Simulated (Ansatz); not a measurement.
# Relaxing a frame of liquid (Cs,Li)Cl from 900 K (108 atoms), part 2 of 3

Aim: bring a frame of liquid (Cs,Li)Cl from 900 K (108 atoms) to a nearby minimum of the energy and see what moves.

Ansatz 0.2.0; Kohn-Sham DFT, PBE, PAW (set soft_2), plane waves.

The cell: 37 Cs, 17 Li and 54 Cl. The starting topology of bonds comes from the classical model. The ion parameters were fitted for water, not for melts. Sampling is at Γ alone, for a cell whose shortest periodic width is 16 Å. Spin–orbit coupling is left out.

So far. Step 2 (Single point at the start): Neighbours are counted within 3.98 Å (Cl-Cs), 3.12 Å (Cl-Li).

### 3. Relaxation

With the cell held, the atoms are moved downhill towards a nearby minimum.

The input, input.yaml:

```yaml
crystal:
  lattice:
    - [16.22871, 0.0, 0.0]
    - [0.0, 16.22871, 0.0]
    - [0.0, 0.0, 16.22871]
  atoms:
    [... the 108 atom lines of step 2 ...]
kpoints:
  mp_grid: { grid: [1, 1, 1] }
hamiltonian:
  xc: pbe
scf:
  occupations: { method: gaussian, width: 0.025 }
output:
  forces: true
relax:
  f_tol: 0.03
  max_steps: 83
```

Run with:

```console
ansatz run input.yaml --threads 4 --pin off --max-ram 8192MiB --backend cpu --events-out ev --progress --plain --runs-dir out
```

Numbers of over 12 decimals in the logs are rounded to 6 here.

Log:

```text
[...]
Crystal: 108 atoms, lattice volume = 4274.172 Å³
Basis set: ecut = 420 eV, 83599 PW (Γ), exchange–correlation on 240×240×240 points (8 copies of the dense FFT grid, shifted against one another)
Bands: 489, of which v1, the nominal top of the filled ones, is band 381 counted from 1 (380 counted from 0)
Symmetry: 1 space group operations
[...]
k-points: 1
[...]
SCF iter   1: F=—  HF=-271782.031853 eV  |F-HF|=—  |Δ(HF+E_count)|=         —  Δρ=7.50e-4  dr2=1.04e-1  ethr=1.77e-3  ⟨swp⟩=8.0  Hψ=2282  notcnv=0  defer=47
[...]
SCF iter   6: F=-271781.936038 eV  HF=-271781.936038 eV  |F-HF|=5.28e-8  |Δ(HF+E_count)|=   6.36e-6  Δρ=4.89e-6  dr2=1.77e-6  ethr=2.87e-9  ⟨swp⟩=2.0  Hψ=1566  notcnv=0
SCF 1 converged in 6 iterations: F = -271781.936038 eV  dr2 = 1.77e-6
[...]
relax step   1: F+E_penalty+E_count = -271781.93603807 eV  Δ(F+E_penalty+E_count) = +0.000e0 eV  max|allowed force component| = 1.744e0 eV/Å  Δτ_max = 0.0000 Å  (6 SCF iters, dr2 threshold 2.25e-5 eV, accepted)
[...]
relax step   2: F+E_penalty+E_count = -271786.11623720 eV  Δ(F+E_penalty+E_count) = -4.180e0 eV  max|allowed force component| = 6.454e-1 eV/Å  Δτ_max = 0.1947 Å  (5 SCF iters, dr2 threshold 1.00e-4 eV, accepted)
[...]
relax step   3: F+E_penalty+E_count = -271789.21895589 eV  Δ(F+E_penalty+E_count) = -3.103e0 eV  max|allowed force component| = 4.294e-1 eV/Å  Δτ_max = 0.1947 Å  (6 SCF iters, dr2 threshold 2.60e-5 eV, accepted)
relax step   4: F+E_penalty+E_count = -271790.85229100 eV  Δ(F+E_penalty+E_count) = -1.633e0 eV  max|allowed force component| = 2.096e-1 eV/Å  Δτ_max = 0.1977 Å  (6 SCF iters, dr2 threshold 2.53e-5 eV, accepted)
relax step   5: F+E_penalty+E_count = -271791.68421549 eV  Δ(F+E_penalty+E_count) = -8.319e-1 eV  max|allowed force component| = 1.723e-1 eV/Å  Δτ_max = 0.1965 Å  (6 SCF iters, dr2 threshold 1.05e-5 eV, accepted)
relax step   6: F+E_penalty+E_count = -271792.24521285 eV  Δ(F+E_penalty+E_count) = -5.610e-1 eV  max|allowed force component| = 1.386e-1 eV/Å  Δτ_max = 0.1949 Å  (6 SCF iters, dr2 threshold 7.07e-6 eV, accepted)
relax step   7: F+E_penalty+E_count = -271792.61305623 eV  Δ(F+E_penalty+E_count) = -3.678e-1 eV  max|allowed force component| = 1.487e-1 eV/Å  Δτ_max = 0.1905 Å  (5 SCF iters, dr2 threshold 1.24e-5 eV, accepted)
relax step   8: F+E_penalty+E_count = -271792.92012858 eV  Δ(F+E_penalty+E_count) = -3.071e-1 eV  max|allowed force component| = 1.549e-1 eV/Å  Δτ_max = 0.1927 Å  (5 SCF iters, dr2 threshold 1.43e-5 eV, accepted)
relax step   9: F+E_penalty+E_count = -271793.12041468 eV  Δ(F+E_penalty+E_count) = -2.003e-1 eV  max|allowed force component| = 1.769e-1 eV/Å  Δτ_max = 0.1951 Å  (5 SCF iters, dr2 threshold 2.40e-5 eV, accepted)
relax step  10: F+E_penalty+E_count = -271793.28303519 eV  Δ(F+E_penalty+E_count) = -1.626e-1 eV  max|allowed force component| = 1.442e-1 eV/Å  Δτ_max = 0.1954 Å  (5 SCF iters, dr2 threshold 3.13e-5 eV, accepted)
relax step  11: F+E_penalty+E_count = -271793.41459897 eV  Δ(F+E_penalty+E_count) = -1.316e-1 eV  max|allowed force component| = 1.138e-1 eV/Å  Δτ_max = 0.1952 Å  (5 SCF iters, dr2 threshold 1.38e-5 eV, accepted)
relax step  12: F+E_penalty+E_count = -271793.65155885 eV  Δ(F+E_penalty+E_count) = -2.370e-1 eV  max|allowed force component| = 6.473e-2 eV/Å  Δτ_max = 0.2000 Å  (6 SCF iters, dr2 threshold 8.07e-6 eV, accepted)
relax step  13: F+E_penalty+E_count = -271793.79128096 eV  Δ(F+E_penalty+E_count) = -1.397e-1 eV  max|allowed force component| = 6.789e-2 eV/Å  Δτ_max = 0.1950 Å  (7 SCF iters, dr2 threshold 1.35e-6 eV, accepted)
relax step  14: F+E_penalty+E_count = -271793.85833444 eV  Δ(F+E_penalty+E_count) = -6.705e-2 eV  max|allowed force component| = 1.234e-1 eV/Å  Δτ_max = 0.1938 Å  (7 SCF iters, dr2 threshold 1.49e-6 eV, accepted)
relax step  15: F+E_penalty+E_count = -271793.93510394 eV  Δ(F+E_penalty+E_count) = -7.677e-2 eV  max|allowed force component| = 1.040e-1 eV/Å  Δτ_max = 0.1581 Å  (5 SCF iters, dr2 threshold 1.52e-5 eV, accepted)
relax step  16: F+E_penalty+E_count = -271793.99237445 eV  Δ(F+E_penalty+E_count) = -5.727e-2 eV  max|allowed force component| = 6.725e-2 eV/Å  Δτ_max = 0.1412 Å  (6 SCF iters, dr2 threshold 7.69e-6 eV, accepted)
relax step  17: F+E_penalty+E_count = -271794.04327478 eV  Δ(F+E_penalty+E_count) = -5.090e-2 eV  max|allowed force component| = 6.692e-2 eV/Å  Δτ_max = 0.1951 Å  (7 SCF iters, dr2 threshold 1.89e-6 eV, accepted)
relax step  18: F+E_penalty+E_count = -271794.09142400 eV  Δ(F+E_penalty+E_count) = -4.815e-2 eV  max|allowed force component| = 6.968e-2 eV/Å  Δτ_max = 0.1930 Å  (6 SCF iters, dr2 threshold 1.87e-6 eV, accepted)
relax step  19: F+E_penalty+E_count = -271794.14283946 eV  Δ(F+E_penalty+E_count) = -5.142e-2 eV  max|allowed force component| = 8.710e-2 eV/Å  Δτ_max = 0.1932 Å  (5 SCF iters, dr2 threshold 4.81e-6 eV, accepted)
relax step  20: F+E_penalty+E_count = -271794.19569602 eV  Δ(F+E_penalty+E_count) = -5.286e-2 eV  max|allowed force component| = 1.011e-1 eV/Å  Δτ_max = 0.1949 Å  (5 SCF iters, dr2 threshold 7.59e-6 eV, accepted)
relax step  21: F+E_penalty+E_count = -271794.24657459 eV  Δ(F+E_penalty+E_count) = -5.088e-2 eV  max|allowed force component| = 1.049e-1 eV/Å  Δτ_max = 0.1940 Å  (5 SCF iters, dr2 threshold 1.02e-5 eV, accepted)
relax step  22: F+E_penalty+E_count = -271794.29187680 eV  Δ(F+E_penalty+E_count) = -4.530e-2 eV  max|allowed force component| = 9.280e-2 eV/Å  Δτ_max = 0.1951 Å  (5 SCF iters, dr2 threshold 1.10e-5 eV, accepted)
relax step  23: F+E_penalty+E_count = -271794.32906358 eV  Δ(F+E_penalty+E_count) = -3.719e-2 eV  max|allowed force component| = 6.580e-2 eV/Å  Δτ_max = 0.1950 Å  (5 SCF iters, dr2 threshold 6.75e-6 eV, accepted)
relax step  24: F+E_penalty+E_count = -271794.36211131 eV  Δ(F+E_penalty+E_count) = -3.305e-2 eV  max|allowed force component| = 6.633e-2 eV/Å  Δτ_max = 0.1967 Å  (6 SCF iters, dr2 threshold 2.18e-6 eV, accepted)
[...]
relax step  27: F+E_penalty+E_count = -271794.43873103 eV  Δ(F+E_penalty+E_count) = -1.934e-2 eV  max|allowed force component| = 4.428e-2 eV/Å  Δτ_max = 0.1950 Å  (7 SCF iters, accepted)
[...]
relax step  29: F+E_penalty+E_count = -271794.45715189 eV  Δ(F+E_penalty+E_count) = -8.829e-3 eV  max|allowed force component| = 3.283e-2 eV/Å  Δτ_max = 0.0526 Å  (5 SCF iters, dr2 threshold 1.86e-6 eV, accepted)
relax step  30: F+E_penalty+E_count = -271794.47339327 eV  Δ(F+E_penalty+E_count) = -1.624e-2 eV  max|allowed force component| = 3.668e-2 eV/Å  Δτ_max = 0.1954 Å  (7 SCF iters, accepted)
relax step  31: F+E_penalty+E_count = -271794.47989296 eV  Δ(F+E_penalty+E_count) = -6.500e-3 eV  max|allowed force component| = 3.014e-2 eV/Å  Δτ_max = 0.0434 Å  (6 SCF iters, accepted)
relax step  32: F+E_penalty+E_count = -271794.49150047 eV  Δ(F+E_penalty+E_count) = -1.161e-2 eV  max|allowed force component| = 2.348e-2 eV/Å  Δτ_max = 0.1211 Å  (7 SCF iters, accepted)
relax step  33: F+E_penalty+E_count = -271794.50526235 eV  Δ(F+E_penalty+E_count) = -1.376e-2 eV  max|allowed force component| = 4.159e-2 eV/Å  Δτ_max = 0.1953 Å  (7 SCF iters, accepted)
relax step  34: F+E_penalty+E_count = -271794.52499835 eV  Δ(F+E_penalty+E_count) = -1.974e-2 eV  max|allowed force component| = 4.733e-2 eV/Å  Δτ_max = 0.1903 Å  (6 SCF iters, dr2 threshold 1.05e-6 eV, accepted)
relax step  35: F+E_penalty+E_count = -271794.55367423 eV  Δ(F+E_penalty+E_count) = -2.868e-2 eV  max|allowed force component| = 5.374e-2 eV/Å  Δτ_max = 0.1922 Å  (6 SCF iters, dr2 threshold 2.24e-6 eV, accepted)
relax step  36: F+E_penalty+E_count = -271794.58552814 eV  Δ(F+E_penalty+E_count) = -3.185e-2 eV  max|allowed force component| = 5.324e-2 eV/Å  Δτ_max = 0.1955 Å  (5 SCF iters, dr2 threshold 2.89e-6 eV, accepted)
relax step  37: F+E_penalty+E_count = -271794.61742507 eV  Δ(F+E_penalty+E_count) = -3.190e-2 eV  max|allowed force component| = 4.843e-2 eV/Å  Δτ_max = 0.1954 Å  (6 SCF iters, dr2 threshold 2.78e-6 eV, accepted)
relax step  38: F+E_penalty+E_count = -271794.64751153 eV  Δ(F+E_penalty+E_count) = -3.009e-2 eV  max|allowed force component| = 3.694e-2 eV/Å  Δτ_max = 0.1950 Å  (6 SCF iters, dr2 threshold 1.94e-6 eV, accepted)
relax step  39: F+E_penalty+E_count = -271794.66240146 eV  Δ(F+E_penalty+E_count) = -1.489e-2 eV  max|allowed force component| = 5.310e-2 eV/Å  Δτ_max = 0.1920 Å  (7 SCF iters, accepted)
relax step  40: F+E_penalty+E_count = -271794.67649464 eV  Δ(F+E_penalty+E_count) = -1.409e-2 eV  max|allowed force component| = 4.674e-2 eV/Å  Δτ_max = 0.0966 Å  (5 SCF iters, dr2 threshold 1.64e-6 eV, accepted)
relax step  41: F+E_penalty+E_count = -271794.68842530 eV  Δ(F+E_penalty+E_count) = -1.193e-2 eV  max|allowed force component| = 3.407e-2 eV/Å  Δτ_max = 0.1125 Å  (6 SCF iters, dr2 threshold 1.69e-6 eV, accepted)
relax step  42: F+E_penalty+E_count = -271794.69743292 eV  Δ(F+E_penalty+E_count) = -9.008e-3 eV  max|allowed force component| = 2.752e-2 eV/Å  Δτ_max = 0.0972 Å  (7 SCF iters, accepted)
relax step  43: F+E_penalty+E_count = -271794.70201412 eV  Δ(F+E_penalty+E_count) = -4.581e-3 eV  max|allowed force component| = 1.481e-2 eV/Å  Δτ_max = 0.0795 Å  (6 SCF iters, accepted)
[...]
relax step  44: F+E_penalty+E_count = -271794.70520067 eV  Δ(F+E_penalty+E_count) = -3.187e-3 eV  max|allowed force component| = 1.036e-2 eV/Å  Δτ_max = 0.0315 Å  (6 SCF iters, accepted)
SCF converged after 6 iterations
Free energy (F): -271794.705201 eV
[...]
Internal energy: -271794.705201 eV  (E = F + TS)
E sigma→0 (E₀):  -271794.705201 eV
Fermi energy:    2.823641 eV
[...]
--- Forces (eV/Å), atoms counted from 1 ---
  atom   1  Cs     0.00044136    -0.00026673     0.00380533
  atom   2  Cs     0.00003418    -0.00268495    -0.00087058
  atom   3  Cs    -0.00151292     0.00106876     0.00825852
  atom   4  Cs     0.00101952    -0.00325254    -0.00126966
  atom   5  Cs    -0.00420613     0.00023818     0.00090830
  atom   6  Cs     0.00123513     0.00530745     0.00417923
  atom   7  Cs    -0.00655558    -0.00265986     0.00015596
  atom   8  Cs     0.00201902    -0.00057689    -0.00459413
  atom   9  Cs     0.00460625     0.00184558    -0.00369227
  atom  10  Cs     0.00214784     0.00760113    -0.00279880
  atom  11  Cs     0.00069882     0.00228586    -0.00159601
  atom  12  Cs    -0.00517465    -0.00393581     0.00257909
  atom  13  Cs    -0.00567284     0.00157508     0.00052077
  atom  14  Cs    -0.00929080    -0.00383147    -0.00184183
[...]
atom 107  Cl    -0.00081071     0.00310649     0.00011384
  atom 108  Cl    -0.00276009    -0.00035686     0.00091555
  max |Σ_I F_I| component: 4.51e-5 eV/Å
--- Relaxed structure (44 steps of the walk, 44 accepted, 0 SCFs on fresh bases) ---
  F+E_penalty+E_count = -271794.70520067 eV   max|allowed force component| = 1.036e-2 eV/Å
  atoms:
    - { symbol: Cs, position: [0.341169, 0.012730, 0.894923] }
    - { symbol: Cs, position: [0.140401, 0.324257, 0.125099] }
    - { symbol: Cs, position: [0.756184, 0.257078, 0.621422] }
    - { symbol: Cs, position: [0.933807, 0.908006, 0.273674] }
[...]
- { symbol: Cl, position: [0.386156, 0.772722, 0.563022] }
```

Elapsed: 25 min, on 4 threads of Arm Neoverse V2, shared host; peak memory 5.4 GiB; 1.7 h of CPU time.

Relaxation path (22 of 44):

```
step  energy less that of the first step (eV)  largest force component (eV/Å)
   1                                   0.0000                          1.7438
   3                                  -7.2829                          0.4294
   5                                  -9.7482                          0.1723
   7                                 -10.6770                          0.1487
   9                                 -11.1844                          0.1769
  11                                 -11.4786                          0.1138
  13                                 -11.8552                          0.0679
  15                                 -11.9991                          0.1040
  17                                 -12.1072                          0.0669
  19                                 -12.2068                          0.0871
  21                                 -12.3105                          0.1049
  24                                 -12.4261                          0.0663
  26                                 -12.4834                          0.0372
  28                                 -12.5123                          0.0437
  30                                 -12.5374                          0.0367
  32                                 -12.5555                          0.0235
  34                                 -12.5890                          0.0473
  36                                 -12.6495                          0.0532
  38                                 -12.7115                          0.0369
  40                                 -12.7405                          0.0467
  42                                 -12.7614                          0.0275
  44                                 -12.7692                          0.0104
```

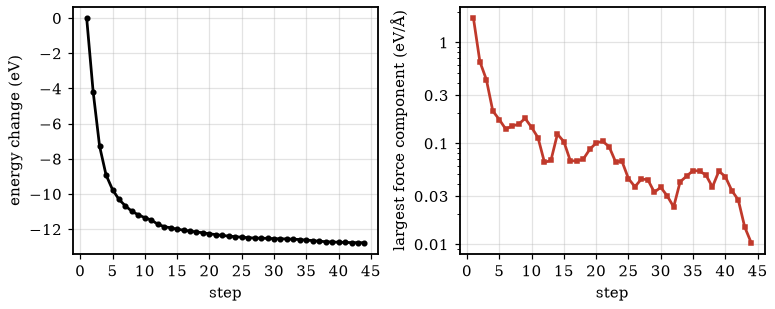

Energy and largest force along the relaxation.

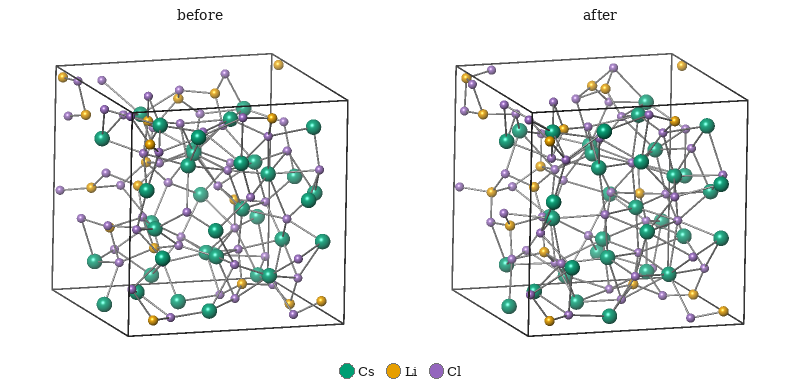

Before and after, at one scale. Bonds to atoms that aren't drawn are left out.

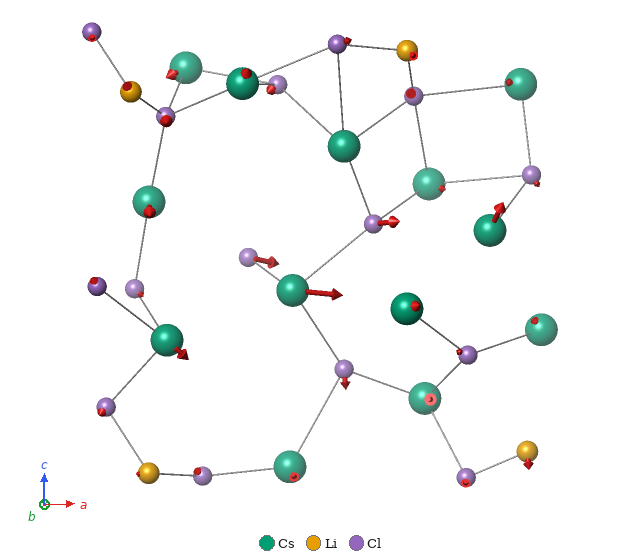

Displacements in the relaxation, scaled; the longest in the cell stands for 2.55 Å. Drawn is a slice 6 Å thick, seen along the normal of the ac plane.

The atoms that moved most (Å):

```
atom      dx      dy      dz  length
 Cs9   2.507   0.380  -0.293   2.552
Cl81   1.704   0.913  -0.452   1.985
Cl94   1.295  -1.468   0.261   1.975
Cs17  -1.321   0.692  -1.269   1.959
Cl60  -1.468  -0.480  -1.127   1.912
Cs16   0.514  -1.137   1.375   1.857
 Cs6   1.115   1.443  -0.072   1.825
Cs25  -0.078  -1.672  -0.485   1.742
```

The relaxation changed the energy by -118 meV/atom, and atoms moved by 0.97 Å r.m.s., 2.6 Å at most.

### 4. Distances and neighbours after relaxation

Bonds before and after, by the cutoffs listed below:

```
 pair  bonds before  bonds after  mean before (Å)  mean after (Å)  spread before (Å)  spread after (Å)
Cl-Cs           192          215            3.396           3.551              0.281             0.176
Cl-Li            63           65            2.536           2.398              0.166             0.079
```

Density 2.7 g/cm³, 39.58 Å³ an atom.

Pair distribution functions g(r), in bins of 0.2 Å:

```
r (Å)  total  Cl-Cl  Cl-Cs  Cl-Li  Cs-Cs  Cs-Li  Li-Li
 2.20   0.45   0.00   0.00   2.87   0.00   0.00   0.00
 2.40   2.50   0.00   0.00  15.90   0.00   0.00   0.00
 2.60   0.36   0.00   0.00   2.29   0.00   0.00   0.00
 2.80   0.00   0.00   0.00   0.00   0.00   0.00   0.00
 3.00   0.06   0.00   0.00   0.00   0.00   0.00   2.58
 3.20   0.25   0.00   0.32   0.00   0.00   0.00   5.80
 3.40   2.67   0.00   7.79   0.00   0.00   0.00   0.00
 3.60   1.76   0.81   4.21   0.00   0.00   0.40   2.81
 3.80   1.42   2.49   1.72   0.00   0.00   1.90   0.00
 4.00   1.23   2.40   0.58   0.59   0.00   2.69   2.25
 4.20   0.99   1.40   0.28   0.11   1.11   3.54   0.68
 4.40   1.02   1.27   0.53   0.49   1.68   1.70   2.49
 4.60   0.88   1.27   0.20   0.88   2.49   0.64   0.00
 4.80   0.90   1.16   0.37   0.57   2.02   1.17   1.03
 5.00   0.89   0.93   0.31   0.89   2.08   1.50   0.00
 5.20   0.76   0.86   0.47   0.81   1.56   0.69   0.00
 5.40   0.80   0.96   0.55   0.95   0.94   1.03   0.00
 5.60   0.97   1.04   0.73   1.42   0.79   1.30   0.37
 5.80   0.87   0.66   0.71   1.33   1.04   1.21   0.00
 6.00   0.93   0.97   1.01   1.04   0.96   0.61   0.00
 6.20   1.04   0.82   1.17   1.35   0.84   0.99   0.60
 6.40   1.00   1.11   0.92   1.40   0.97   0.40   1.15
 6.60   1.00   0.78   1.23   0.90   1.26   0.43   2.17
 6.80   1.17   1.31   1.21   1.08   1.39   0.46   1.77
 7.00   1.04   1.03   1.20   1.10   0.96   0.66   0.72
 7.20   1.14   1.05   1.42   1.07   0.67   0.94   1.81
 7.40   1.08   0.78   1.45   1.25   0.73   0.88   0.64
 7.60   1.00   0.85   1.18   0.93   0.77   1.03   1.42
```

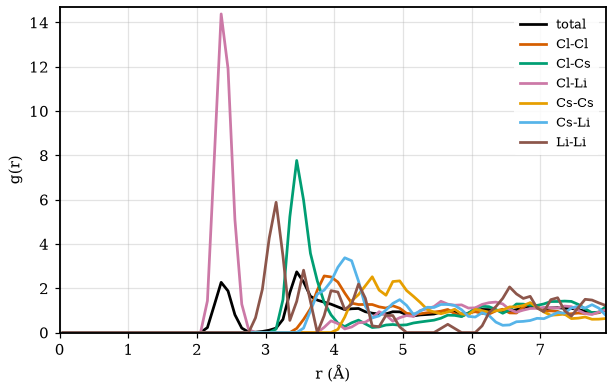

Pair distribution functions, lightly smoothed.

Bonds by pair of elements; cutoffs follow the first minimum of g(r), held within bounds set by covalent radii, and pairs that aren't listed don't count as bonded:

```
pair A-B  cutoff (Å)  bonds  mean length (Å)  spread (Å)  shortest (Å)  B about A  A about B
   Cl-Cs        4.18    215             3.55       0.176          3.27       3.98       5.81
   Cl-Li        2.98     65             2.40       0.079          2.26       1.20       3.82
```

How many atoms have how many bonded neighbours:

```
element  mean  3   4   5   6  7
     Cl  5.18  0   7  30  17  0
     Cs  5.81  0   0  13  18  6
     Li  3.82  3  14   0   0  0
```

Bond angles (no mean is given where the spread exceeds 20°):

```
   angle  count  mean (°)  spread (°)
Cl-Cs-Cl    526         -           -
Cs-Cl-Cs    354         -           -
Cs-Cl-Li    216         -           -
Cl-Li-Cl     93       110        10.3
Li-Cl-Li     27         -           -
```

Bond length by coordination (bonds to H left out):

```
element  coordination  atoms  mean bond length (Å)
     Cl             4      7                  3.12
     Cl             5     30                  3.24
     Cl             6     17                  3.39
     Cs             5     13                  3.49
     Cs             6     18                  3.55
     Cs             7      6                  3.65
     Li             3      3                  2.29
     Li             4     14                  2.42
```

First main peaks of g(r), for some of the pairs, lie near 3.9 Å (Cl-Cl), 3.5 Å (Cl-Cs), 2.4 Å (Cl-Li), 4.6 Å (Cs-Cs), 4.1 Å (Cs-Li) and 3.2 Å (Li-Li). Counting bonds as in the table, 56 % of Cl atoms have 5, 49 % of Cs atoms have 6 and 82 % of Li atoms have 4 bonded neighbours.

(Part 2 of 3 ends here.)

[Logs are printed without paths, hosts, clocks, repeated set-up lines and the standing remarks that a program may print on its own settings, such as how far it seeks lower states.]

[Hosts, paths, dates, database ids (printed as entryN), source tags and the programs' standing remarks are cut or masked in the printed files.]
